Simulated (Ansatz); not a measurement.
**TiC, response to strain**

Take TiC in the rock salt structure (space group Fm-3m, No. 225; a = 4.333 Å; relaxed with 0.1 eV smearing) as the base.

Strains are applied to the cell and any free atomic positions relax.

Computed with PBE (Ansatz, a quantum-chemistry and plane-wave program), no spin-orbit coupling.

Notes on the quantities. energy relative to the base: free energy F.

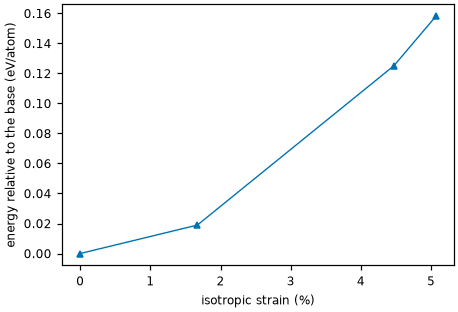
Figure: Energy relative to the base against isotropic strain

Q: From the plot, what is the energy relative to the base for isotropic strain +1.67 %?

A: About 0.02 eV/atom.

Q: Is the trend monotonic over the range shown?

A: Yes, it rises throughout, spanning 0 meV/atom to +158 meV/atom.

Stability against distortions was not tested. The base started in Pnma and relaxed to Fm-3m at this level. The final runs are not spin-polarised.
